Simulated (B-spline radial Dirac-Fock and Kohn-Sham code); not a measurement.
Cadmium in charge state +2 (Cd²⁺), configuration [Kr] 4d10. Computed with a B-spline radial code: Dirac–Fock ΔSCF energies in intermediate coupling of the two holes, Coulomb rates, valence shells as spectators.

Predict the main features of the following plot. The Auger multiplet of a K hole with both final holes in L123, lines labelled by the leading pair of holes and J, broadened by 4.0 eV full width. Kinetic energies count from the vacuum level; very weak lines are left out. Lines are named by their largest jj component, which in light atoms can differ from the customary names.

The strongest line is K-L2L3 J=2 at 19.273 keV (44 % of the multiplet), followed by K-L3L3 J=2 at 19.476 keV (15 %), K-L1L2 J=1 at 18.803 keV (14 %), K-L1L3 J=1 at 18.985 keV (10 %). The lines shown span 18.51 keV to 19.48 keV.

Here it is:

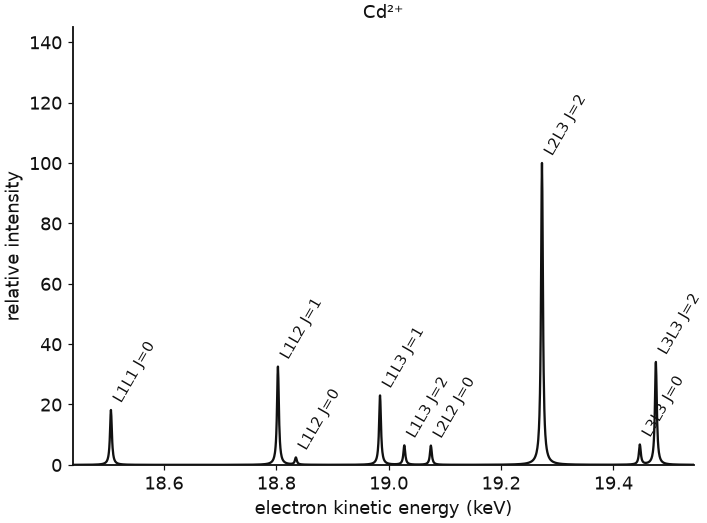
